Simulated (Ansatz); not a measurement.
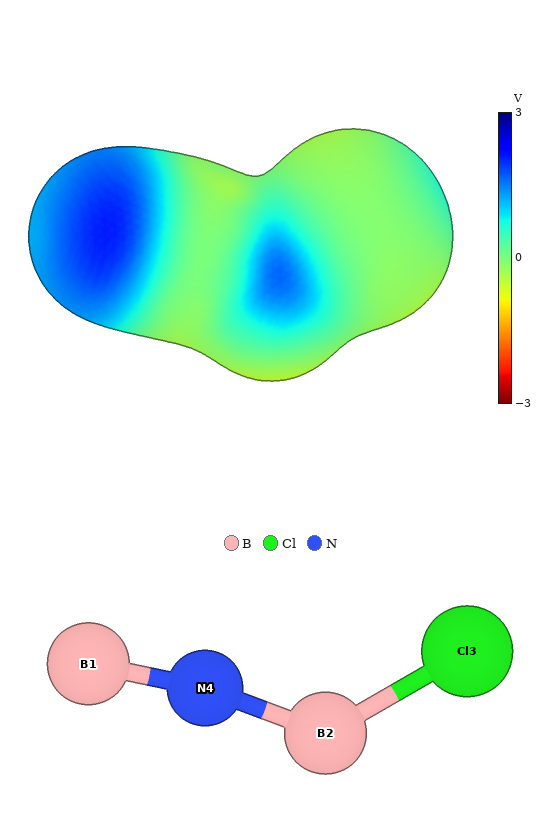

*B$_{2}$ClN (SMILES [B]/N=B/Cl) (triplet). The electrostatic potential painted on the density surface at 0.004 e/bohr³, seen across its widest extent; red is negative and blue positive. The bare structure is drawn below in the same view.*

Geometry: PBE0-D4/def2-TZVP.

These are results of Ansatz 0.2.0, isolated molecule in a Gaussian basis; Kohn-Sham density functional theory, functional PBE0, not measurements.

Input

```
crystal:
  periodic: [false, false, false]
  atoms:
    - {symbol: B, position_ang: [1.123730, -0.855082, 2.442860]}
    - {symbol: B, position_ang: [-1.105486, 0.516417, 2.484341]}
    - {symbol: Cl, position_ang: [-2.409265, 0.650659, 3.610851]}
    - {symbol: "N", position_ang: [0.029301, -0.234992, 2.551201]}
basis:
  gaussian: {orbitals: def2-TZVPD}
magnetization: {spin_polarized: true, initial_magnetization: 2}
output: {forces: true, orbitals: {seedname: orbitals}}
hamiltonian: {xc: pbe0}
```

Run with:

```sh
ansatz run input.yaml --threads 2 --pin off --max-ram 4350MiB --events-out events.jsonl --progress --plain --runs-dir runs
```

**Describe the electrostatic potential map.**

The most negative region (about −0.5 V, or −12 kcal/mol for a unit charge) lies over N4, the most positive (about +2.1 V, or +48 kcal/mol for a unit charge) over B1. Cl3 shows a σ-hole: about +0.7 V, or +16 kcal/mol for a unit charge at the tip opposite its bond, against about −0.2 V on its flanks.

**What dipole moment does the calculation give?**

Its dipole moment is 1.98 D.
